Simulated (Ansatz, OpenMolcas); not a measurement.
**Si2NH6 (SMILES [SiH2]N[SiH3]): methods side by side**

The species is Si2NH6 (9 atoms), meant as a doublet with charge 0. SMILES: `[SiH2]N[SiH3]`. Geometry: relaxed at PBE0-D4/def2-TZVP. This is one conformer, not always the lowest.

Quantity: the vertical ionisation energy (to the singlet cation), in eV. The values are calculated.

```csv
level,kind,program,value (eV),less CCSD(T)/cc-pVDZ,CPU time (all runs)
U-revPBE/cc-pVDZ,GGA,Ansatz,7.30,+0.05,16 s
UTPSS/cc-pVDZ,meta-GGA,OpenMolcas,7.42,+0.17,2.8 min
UB3LYP/cc-pVDZ,global hybrid,OpenMolcas,7.48,+0.23,1.9 min
U-wB97X/cc-pVDZ,range-separated hybrid,Ansatz,7.57,+0.32,80 s
UHSE06/cc-pVDZ,range-separated hybrid,Ansatz,7.54,+0.29,22 s
UB2PLYP/cc-pVDZ,double hybrid,Ansatz,7.35,+0.10,24 s
RPA@PBE0/cc-pVDZ,RPA,Ansatz,7.43,+0.18,30 s
UMP2/cc-pVDZ,perturbation theory,Ansatz,7.29,+0.04,6.5 s
ROCCSD(T)/cc-pVDZ,coupled cluster or CI,OpenMolcas,7.25,0.00,69 s
UBCCD(T)/cc-pVDZ,coupled cluster or CI,Ansatz,7.26,+0.01,55 s
```

Differences are taken from ROCCSD(T)/cc-pVDZ for orientation; it has basis-set and higher-order errors of its own. The values span 7.25 to 7.57 eV. Times are those of the runs behind each value, whatever else they computed, on shared processors of several kinds: orders of magnitude only.

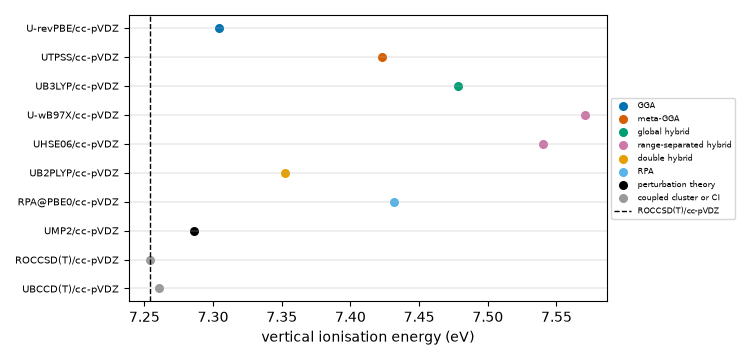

The values of the table, level by level.
